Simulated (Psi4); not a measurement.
Two rigid molecules brought together: H6Si2 ··· H4OSi (SMILES [SiH3][SiH3] and O[SiH3]). Monomers: optimised at B3LYP-D3(BJ) (def2-TZVP), held rigid. Orientation: a higher rigid-body minimum at GFN2-xTB. R is the distance of the centres of mass, along which the second monomer moves.

Geometry at R = 3.85 Å (first 8 atoms: monomer A):
```
14

Si    -1.1657     0.1209    -0.0207
Si     1.1657    -0.1210     0.0207
H     -1.7610    -0.8010    -1.0185
H     -1.5322     1.5119    -0.3828
H     -1.7389    -0.1886     1.3118
H      1.5324    -1.5112     0.3853
H      1.7611     0.8029     1.0166
H      1.7386     0.1861    -1.3125
Si     0.3893    -2.8378    -2.9961
O     -0.1124    -1.2751    -3.1886
H      1.8546    -2.9187    -2.7747
H      0.0579    -3.6685    -4.1806
H     -0.3260    -3.3477    -1.8102
H      0.2453    -0.7637    -3.9179
```

Calculation: SAPT0/jun-cc-pVDZ, frozen core (Psi4).

Components in kcal/mol:

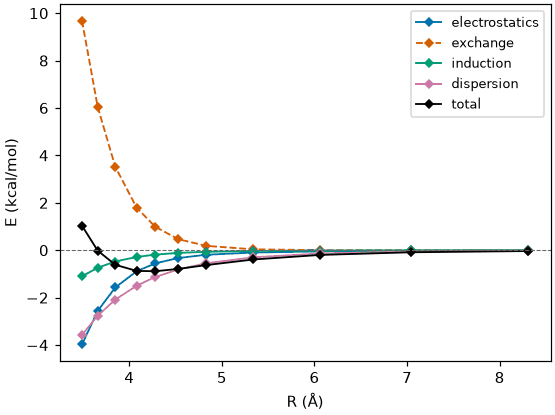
Fig. 1. Components of the interaction energy.

| R / Å | electrostatics | exchange | induction | dispersion | total |
|---|---|---|---|---|---|
| 3.49 | -3.98 | 9.69 | -1.10 | -3.57 | 1.03 |
| 3.66 | -2.56 | 6.04 | -0.74 | -2.76 | -0.02 |
| 3.85 | -1.57 | 3.52 | -0.48 | -2.08 | -0.62 |
| 4.08 | -0.89 | 1.80 | -0.29 | -1.50 | -0.87 |
| 4.28 | -0.56 | 0.99 | -0.19 | -1.13 | -0.89 |
| 4.53 | -0.33 | 0.46 | -0.11 | -0.81 | -0.79 |
| 4.83 | -0.19 | 0.18 | -0.07 | -0.55 | -0.63 |
| 5.34 | -0.10 | 0.04 | -0.03 | -0.30 | -0.39 |
| 6.06 | -0.05 | 0.00 | -0.01 | -0.14 | -0.20 |
| 7.04 | -0.03 | 0.00 | 0.00 | -0.06 | -0.09 |
| 8.31 | -0.01 | 0.00 | 0.00 | -0.02 | -0.03 |
